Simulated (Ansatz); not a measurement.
## Run report: BH3F, geometry relaxation

BH3F, multiplicity 2, computed with UKS B3LYP/def2-SVP (Ansatz 0.2.0).

It belongs to a series of runs on one base structure; here: end point B relaxed. Figures and captions count atoms from 1; the log counts them from 0 in places.

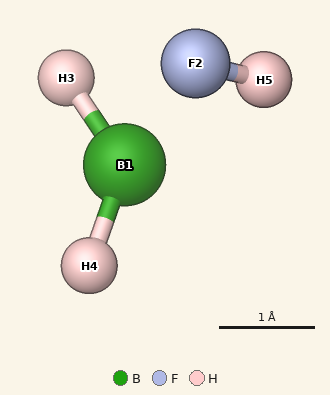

Fig. 1: The starting structure (ball-and-stick view, seen at a tilt; atoms are numbered from 1 in the order of the input). Bond lengths as drawn: B–H 1.20 Å and F–H 0.93 Å.

## Input
```yaml
crystal:
  periodic: [false, false, false]
  atoms:
    - { symbol: B, position_ang: [6.2e-05, -0.297242, -0.168367] }
    - { symbol: F, position_ang: [9.2e-05, 0.547766, 2.197128] }
    - { symbol: H, position_ang: [1.092107, 0.065776, -0.511767] }
    - { symbol: H, position_ang: [-1.092158, 0.065139, -0.511881] }
    - { symbol: H, position_ang: [-0.000103, -0.381439, 2.164886] }
magnetization:
  spin_polarized: true
  initial_magnetization: 1
basis:
  gaussian: { orbitals: def2-SVP }
hamiltonian:
  xc: b3lyp
relax:
  f_tol: 0.03
  max_steps: 50
output:
  orbitals: {}
```

Run as:
```bash
ansatz run input.yaml --threads 1 --pin off --max-ram 2048MiB --backend cpu --events-out ev --progress --plain --runs-dir out
```

## The program's output
```
The last accepted step is kept in [file] (removed where the run ends without a failure and the disk answers)
Engine: ansatz 0.2.0, aarch64-unknown-linux-gnu
Functional definition: B3LYP
  parameter a0 = 0.2
  parameter ax = 0.72
  parameter ac = 0.81
  exchange = (1 - a0 - ax)*slater_x + ax*b88_x + a0*exact_x
  correlation = (1 - ac)*vwn_rpa_c + ac*lyp_c
465 factors; integrals over basis functions are off by at most 5.5e-4 eV
mean field evaluation 1: about -3434.8153 eV, gradient 2.0e1 eV
mean field evaluation 2: about -3433.8008 eV, gradient 2.9e1 eV
mean field evaluation 4: about -3436.2666 eV, gradient 4.3e-1 eV
mean field evaluation 8: about -3436.2769 eV, gradient 2.9e-2 eV
mean field evaluation 16: about -3436.2769 eV, gradient 4.6e-5 eV
mean field -3436.27693635 eV, -126.2808482187 hartree, gradient 4.6e-5 eV, S^2 0.751262; 0 other end points of the search recorded, 0 dependent functions left out
the calculation of the forces begins
reference -3436.27711092 eV, -126.2808546342 hartree; 9, 8 occupied and 34, 35 virtual orbitals, 465 factors
relax step   1: F+E_penalty+E_count = -3436.27693635 eV  Δ(F+E_penalty+E_count) = +0.000e0 eV  max|allowed force component| = 2.211e-1 eV/Å  Δτ_max = 0.0000 Å  (26 SCF iters, accepted)
these checks for a lower state are left out or cut short: starts, cluster_reference, orbital_swaps, neighbouring_geometries, increment
465 factors; integrals over basis functions are off by at most 9.3e-4 eV
mean field -3436.33435049 eV, -126.2829581494 hartree, gradient 5.9e-6 eV, S^2 0.751337; 0 other end points of the search recorded, 0 dependent functions left out
the calculation of the forces begins
reference -3436.33452682 eV, -126.2829646295 hartree; 9, 8 occupied and 34, 35 virtual orbitals, 465 factors
relax step   2: F+E_penalty+E_count = -3436.33435049 eV  Δ(F+E_penalty+E_count) = -5.741e-2 eV  max|allowed force component| = 3.143e-1 eV/Å  Δτ_max = 0.1567 Å  (30 SCF iters, accepted)
these checks for a lower state are left out or cut short: starts, cluster_reference, orbital_swaps, neighbouring_geometries, increment
465 factors; integrals over basis functions are off by at most 1.0e-3 eV
mean field evaluation 32: about -3436.3806 eV, gradient 1.7e-5 eV
mean field -3436.38063551 eV, -126.2846590927 hartree, gradient 1.7e-5 eV, S^2 0.751552; 0 other end points of the search recorded, 0 dependent functions left out
the calculation of the forces begins
reference -3436.38081452 eV, -126.2846656712 hartree; 9, 8 occupied and 34, 35 virtual orbitals, 465 factors
relax step   3: F+E_penalty+E_count = -3436.38063551 eV  Δ(F+E_penalty+E_count) = -4.629e-2 eV  max|allowed force component| = 7.220e-1 eV/Å  Δτ_max = 0.1938 Å  (28 SCF iters, accepted)
these checks for a lower state are left out or cut short: starts, cluster_reference, orbital_swaps, neighbouring_geometries, increment
465 factors; integrals over basis functions are off by at most 1.1e-3 eV
mean field -3436.37667197 eV, -126.2845134351 hartree, gradient 7.1e-6 eV, S^2 0.751549; 0 other end points of the search recorded, 0 dependent functions left out
the calculation of the forces begins
reference -3436.37685267 eV, -126.2845200758 hartree; 9, 8 occupied and 34, 35 virtual orbitals, 465 factors
relax step   4: F+E_penalty+E_count = -3436.37667197 eV  Δ(F+E_penalty+E_count) = +3.964e-3 eV  max|allowed force component| = 2.640e-1 eV/Å  Δτ_max = 0.1082 Å  (30 SCF iters, rejected (line search))
these checks for a lower state are left out or cut short: starts, cluster_reference, orbital_swaps, neighbouring_geometries, increment
465 factors; integrals over basis functions are off by at most 1.0e-3 eV
mean field -3436.39177523 eV, -126.2850684699 hartree, gradient 2.0e-5 eV, S^2 0.751554; 0 other end points of the search recorded, 0 dependent functions left out
the calculation of the forces begins
reference -3436.39195458 eV, -126.2850750607 hartree; 9, 8 occupied and 34, 35 virtual orbitals, 465 factors
relax step   5: F+E_penalty+E_count = -3436.39177523 eV  Δ(F+E_penalty+E_count) = -1.114e-2 eV  max|allowed force component| = 4.992e-2 eV/Å  Δτ_max = 0.0396 Å  (31 SCF iters, accepted)
these checks for a lower state are left out or cut short: starts, cluster_reference, orbital_swaps, neighbouring_geometries, increment
465 factors; integrals over basis functions are off by at most 9.9e-4 eV
mean field -3436.39249113 eV, -126.2850947786 hartree, gradient 1.7e-5 eV, S^2 0.751550; 0 other end points of the search recorded, 0 dependent functions left out
the calculation of the forces begins
reference -3436.39267055 eV, -126.2851013721 hartree; 9, 8 occupied and 34, 35 virtual orbitals, 465 factors
relax step   6: F+E_penalty+E_count = -3436.39249113 eV  Δ(F+E_penalty+E_count) = -7.159e-4 eV  max|allowed force component| = 3.892e-2 eV/Å  Δτ_max = 0.0094 Å  (31 SCF iters, accepted)
these checks for a lower state are left out or cut short: starts, cluster_reference, orbital_swaps, neighbouring_geometries, increment
465 factors; integrals over basis functions are off by at most 9.2e-4 eV
mean field -3436.39337928 eV, -126.2851274173 hartree, gradient 1.8e-5 eV, S^2 0.751538; 0 other end points of the search recorded, 0 dependent functions left out
the calculation of the forces begins
reference -3436.39355883 eV, -126.2851340156 hartree; 9, 8 occupied and 34, 35 virtual orbitals, 465 factors
relax step   7: F+E_penalty+E_count = -3436.39337928 eV  Δ(F+E_penalty+E_count) = -8.881e-4 eV  max|allowed force component| = 5.331e-2 eV/Å  Δτ_max = 0.0249 Å  (31 SCF iters, accepted)
these checks for a lower state are left out or cut short: starts, cluster_reference, orbital_swaps, neighbouring_geometries, increment
465 factors; integrals over basis functions are off by at most 7.7e-4 eV
mean field evaluation 64: about -3436.3932 eV, gradient 8.8e-5 eV
mean field -3436.39319171 eV, -126.2851205244 hartree, gradient 2.3e-5 eV, S^2 0.751532; 0 other end points of the search recorded, 0 dependent functions left out
the calculation of the forces begins
reference -3436.39337172 eV, -126.2851271398 hartree; 9, 8 occupied and 34, 35 virtual orbitals, 465 factors
relax step   8: F+E_penalty+E_count = -3436.39319171 eV  Δ(F+E_penalty+E_count) = +1.876e-4 eV  max|allowed force component| = 9.940e-2 eV/Å  Δτ_max = 0.0420 Å  (29 SCF iters, rejected (line search))
these checks for a lower state are left out or cut short: starts, cluster_reference, orbital_swaps, neighbouring_geometries, increment
465 factors; integrals over basis functions are off by at most 8.4e-4 eV
mean field -3436.39380186 eV, -126.2851429469 hartree, gradient 1.8e-5 eV, S^2 0.751548; 0 other end points of the search recorded, 0 dependent functions left out
the calculation of the forces begins
reference -3436.39398140 eV, -126.2851495451 hartree; 9, 8 occupied and 34, 35 virtual orbitals, 465 factors
relax step   9: F+E_penalty+E_count = -3436.39380186 eV  Δ(F+E_penalty+E_count) = -4.226e-4 eV  max|allowed force component| = 2.053e-2 eV/Å  Δτ_max = 0.0210 Å  (31 SCF iters, accepted)
```

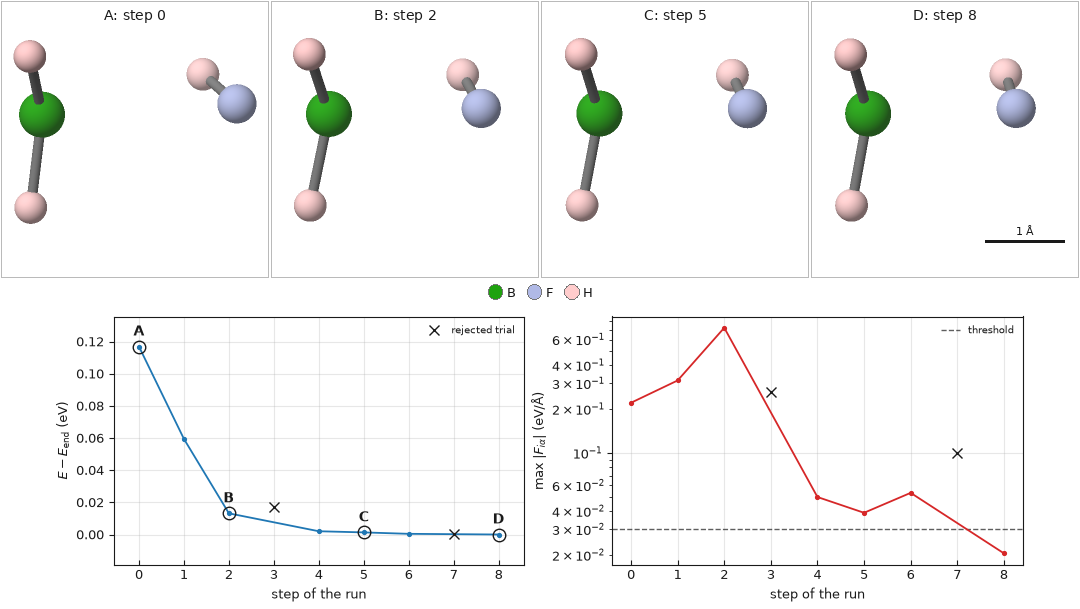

Fig. 2: Frames of the relaxation (ball-and-stick view, seen at a tilt) above the curves, on which the letters mark them (the first geometry is step 0 here and step 1 in the log).

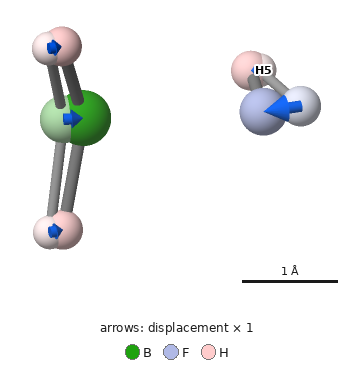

Fig. 3: Start (faint) and end (solid) with the displacements as blue arrows, at true length (ball-and-stick view, seen at a tilt). The two geometries are laid on each other by the best rigid fit. F2 moves most after the best rigid fit: 0.41 Å. Largest moves by element: F 0.41 Å, B 0.21 Å, H 0.15 Å. Among the contacts that change: F2–H5 0.930 → 0.942 Å. The energy falls by 0.117 eV in 8 geometry steps. The largest force component goes from 0.22 to 0.021 eV/Å. The line search rejected the trial steps at points 3, 7 (counted from 0) and went back. (Atoms are counted from 1 in the order of the input.)

```
465 factors; integrals over basis functions are off by at most 8.4e-4 eV
mean field -3436.39380186 eV, -126.2851429469 hartree, gradient 1.8e-5 eV, S^2 0.751548; 1 other end points of the search recorded, 0 dependent functions left out
the calculation of the forces begins
reference -3436.39398140 eV, -126.2851495451 hartree; 9, 8 occupied and 34, 35 virtual orbitals, 465 factors
Total energy: -3436.39398140 eV, -126.2851495451 hartree
Atom 0 at     0.000049    -0.229138     0.028561 Å, force     0.000004    -0.020530     0.009092 eV/Å
Atom 1 at    -0.000113     0.481327     1.791629 Å, force    -0.000003     0.014868    -0.004647 eV/Å
Atom 2 at     1.089386     0.082362    -0.364145 Å, force     0.007966     0.009488    -0.006068 eV/Å
Atom 3 at    -1.089419     0.081887    -0.364158 Å, force    -0.007967     0.009484    -0.006061 eV/Å
Atom 4 at     0.000096    -0.416437     2.078111 Å, force     0.000000    -0.013310     0.007684 eV/Å
Dipole moment:     0.000027    -0.107908     0.399208 e Å
```

## Trajectory as extended XYZ (Å, eV, eV/Å), 9 frames, from step=1 to step=9
```
5
Properties=species:S:1:pos:R:3:forces:R:3 step=1 energy=-3436.27694
B     0.0001   -0.2972   -0.1684    0.0001   0.1045   0.2198
F     0.0001    0.5478    2.1971   -0.0001   0.1474  -0.1962
H     1.0921    0.0658   -0.5118   -0.0162  -0.0155   0.0080
H    -1.0922    0.0651   -0.5119    0.0161  -0.0153   0.0081
H    -0.0001   -0.3814    2.1649    0.0001  -0.2211  -0.0397
5
Properties=species:S:1:pos:R:3:forces:R:3 step=2 energy=-3436.33435
B     0.0000   -0.2810   -0.0699   -0.0003   0.1512   0.1685
F    -0.0004    0.5379    2.0408    0.0001   0.2225  -0.2108
H     1.0921    0.0695   -0.4243   -0.0148  -0.0295   0.0027
H    -1.0921    0.0692   -0.4243    0.0149  -0.0298   0.0025
H     0.0003   -0.3956    2.0477    0.0001  -0.3143   0.0371
5
Properties=species:S:1:pos:R:3:forces:R:3 step=3 energy=-3436.38064
B     0.0000   -0.2186    0.0347    0.0002  -0.0451  -0.0247
F    -0.0001    0.5129    1.8486    0.0000  -0.7220   0.0203
H     1.0926    0.0680   -0.3769   -0.0607   0.0259   0.0900
H    -1.0927    0.0676   -0.3771    0.0608   0.0261   0.0904
H     0.0002   -0.4300    2.0408   -0.0002   0.7151  -0.1759
5
Properties=species:S:1:pos:R:3:forces:R:3 step=4 energy=-3436.37667 accepted=F
B     0.0000   -0.2330    0.0677    0.0000   0.1898  -0.0628
F    -0.0001    0.4932    1.7422   -0.0002  -0.0984   0.2640
H     1.0920    0.0824   -0.3171   -0.0270  -0.0948  -0.1314
H    -1.0921    0.0819   -0.3172    0.0272  -0.0947  -0.1311
H     0.0001   -0.4246    1.9943    0.0000   0.0981   0.0613
5
Properties=species:S:1:pos:R:3:forces:R:3 step=5 energy=-3436.39178
B     0.0000   -0.2218    0.0470   -0.0002  -0.0089  -0.0431
F    -0.0002    0.4994    1.8113    0.0001   0.0305  -0.0453
H     1.0908    0.0727   -0.3563   -0.0091   0.0090   0.0193
H    -1.0908    0.0722   -0.3563    0.0092   0.0089   0.0192
H     0.0001   -0.4224    2.0244    0.0000  -0.0395   0.0499
5
Properties=species:S:1:pos:R:3:forces:R:3 step=6 energy=-3436.39249
B     0.0000   -0.2251    0.0440    0.0000   0.0100  -0.0173
F    -0.0001    0.4964    1.8024    0.0000  -0.0389  -0.0067
H     1.0905    0.0756   -0.3545   -0.0016   0.0002  -0.0022
H    -1.0905    0.0751   -0.3545    0.0017   0.0002  -0.0022
H     0.0001   -0.4220    2.0325    0.0000   0.0286   0.0284
5
Properties=species:S:1:pos:R:3:forces:R:3 step=7 energy=-3436.39338
B     0.0001   -0.2289    0.0373    0.0000   0.0042  -0.0240
F    -0.0001    0.4881    1.7978    0.0000   0.0485  -0.0255
H     1.0882    0.0800   -0.3612    0.0110   0.0003   0.0051
H    -1.0882    0.0795   -0.3612   -0.0110   0.0003   0.0051
H     0.0001   -0.4186    2.0572    0.0000  -0.0533   0.0393
5
Properties=species:S:1:pos:R:3:forces:R:3 step=8 energy=-3436.39319 accepted=F
B     0.0001   -0.2360    0.0242   -0.0005   0.0665  -0.0690
F    -0.0001    0.4747    1.7849    0.0000  -0.0517   0.0334
H     1.0916    0.0879   -0.3691   -0.0989  -0.0345   0.0314
H    -1.0917    0.0874   -0.3690    0.0994  -0.0346   0.0316
H     0.0001   -0.4140    2.0990    0.0000   0.0544  -0.0275
5
Properties=species:S:1:pos:R:3:forces:R:3 step=9 energy=-3436.39380
B     0.0000   -0.2291    0.0286    0.0000  -0.0205   0.0091
F    -0.0001    0.4813    1.7916    0.0000   0.0149  -0.0046
H     1.0894    0.0824   -0.3641    0.0080   0.0095  -0.0061
H    -1.0894    0.0819   -0.3642   -0.0080   0.0095  -0.0061
H     0.0001   -0.4164    2.0781    0.0000  -0.0133   0.0077
```

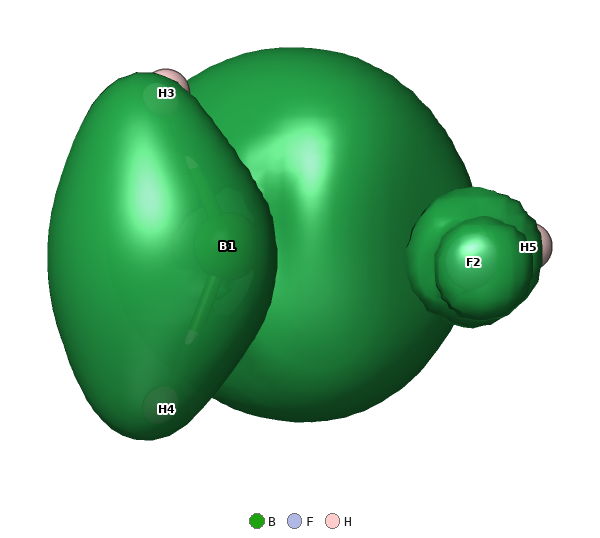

Fig. 4: Isosurfaces of the spin density (α minus β) at +0.02 (green) and −0.02 e/Å³ (red), seen at a tilt. The unpaired spin (1 electron) lies mostly on B1 (about 0.8), in electrons by Hirshfeld's partition. Only one sign reaches the isovalue.

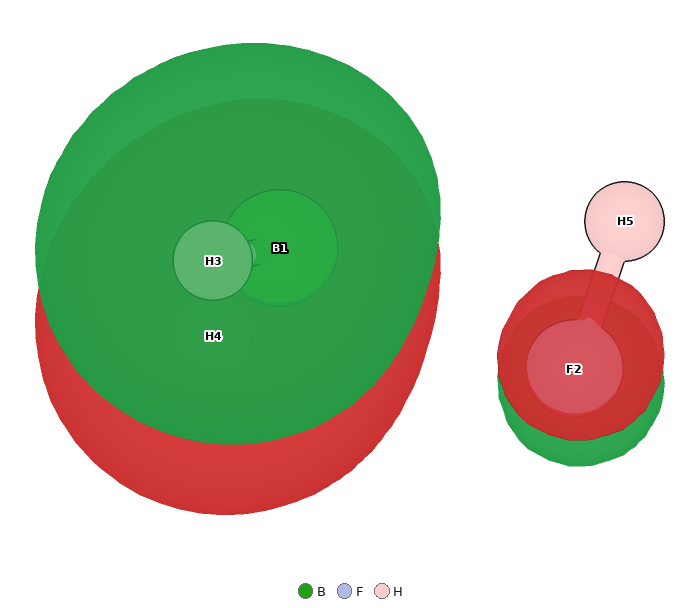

Fig. 5: One frontier orbital at ±0.1 Å⁻³ᐟ² (green and red are the two phases), seen from the side. The HOMO−1 (α), at −9.54 eV. Its weight (Hirshfeld) is mainly on B1 (45 %), H3 (25 %) and H4 (25 %).

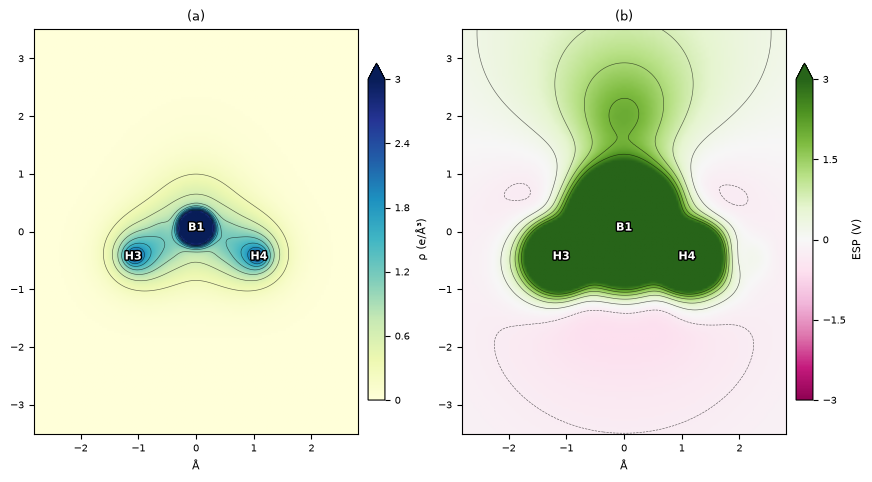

Fig. 6: (a) total electron density; (b) electrostatic potential on the plane of atoms H3, B1 and H4. Atoms in the plane: B and H. B–H (1.20 Å): ρ at the midpoint is about 1.2 e/Å³.

## Key numbers

```csv
quantity,value
outcome,converged
total energy,−3436.3940 eV
mean-field energy,−3436.3940 eV
⟨S²⟩,0.752
largest force (length of the vector) at the end,0.022 eV/Å
hardware,"1 thread of Arm Neoverse V1, 24 GiB of memory available, shared host"
wall time,12 s
peak memory,0.11 GiB
```
